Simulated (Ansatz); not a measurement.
Bands of a (10,0) silicon nanotube, along its axis.

The numbers are results of PBE (plane waves to 420 eV, PAW; Ansatz, a quantum-chemistry and plane-wave program), not measurements. Mesh 1×1×12. No spin polarisation. It repeats along c; a and b span vacuum. A hypothetical model, rolled from the flat sheet. It keeps the symmetry and period of its start, so it need not be a minimum against all distortions.

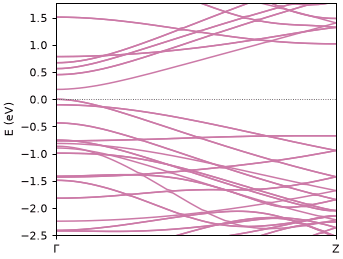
Fig. 1. Bands from the zone centre to the zone edge (period 6.68 Å); the dotted line marks the highest filled level

**Question.** Is it a metal or a semiconductor at this level? Give what the bands show.

**Answer.** A semiconductor in PBE.
| Quantity | Value |
|---|---|
| PBE gap | 0.18 eV, direct at Γ |
